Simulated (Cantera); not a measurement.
Input: 1 mol Hg, a varied amount of H2, 83 mol N2, equilibrated at 473.15 K and 2.20 bar.

These are equilibrium values from Cantera (NASA tables, ideal gas, pure condensed phases), not measurements of a reactor. Candidate condensed phases: Hg; 10 gas species. Kinetics and transport are ignored.

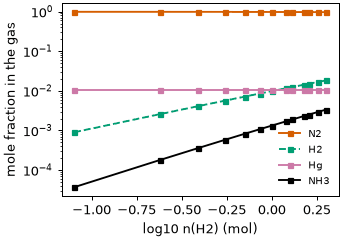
Equilibrium gas composition (values under 1e-9 drawn at 1e-9)

Task: Read off the mole fractions at 1.2 mol H2.

Result: N2 about 0.98, H2 about 0.012, Hg about 0.010, NH3 about 0.0017.
